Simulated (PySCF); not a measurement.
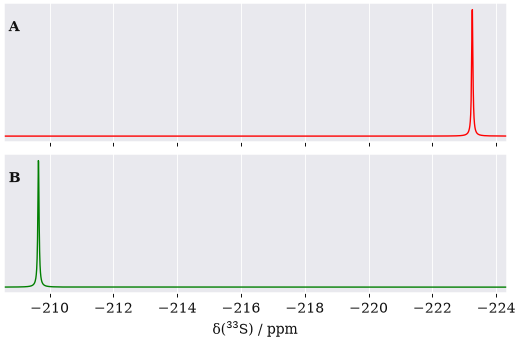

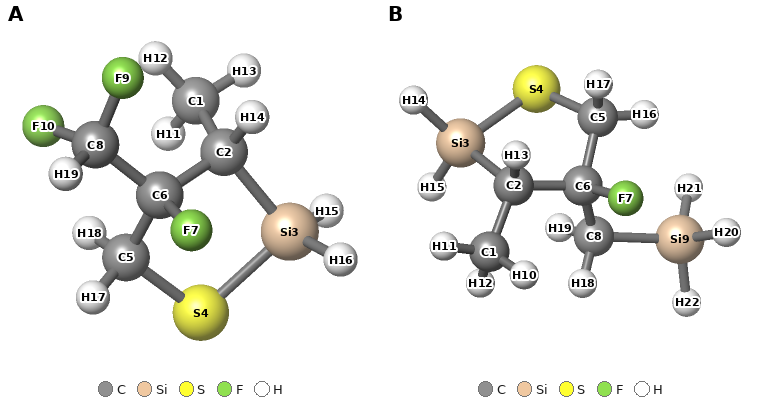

Related molecules: A is C₅H₉F₃SSi, SMILES C[C@@H]1[SiH2]SC[C@]1(F)C(F)F; B is C₅H₁₃FSSi₂, SMILES C[C@@H]1[SiH2]SC[C@]1(F)C[SiH3]. GIAO ³³S shifts against CS₂, PBE0/pcSseg-1 in PySCF 2.14.0, at a GFN2-xTB geometry (no frequency check); fully decoupled, line heights follow the number of nuclei within a panel, widths are arbitrary (no quadrupolar broadening); values of one conformer, averaged over methyl-type rotors and exact or near symmetry; other conformers aren't averaged in.

How does the ³³S shift respond?

From A (−223.3 ppm) to B (−209.7 ppm) the nucleus is deshielded by 13.6 ppm.

Caveats, for all or some of the runs: the tight-binding geometry is rougher than a DFT one and adds to the error.
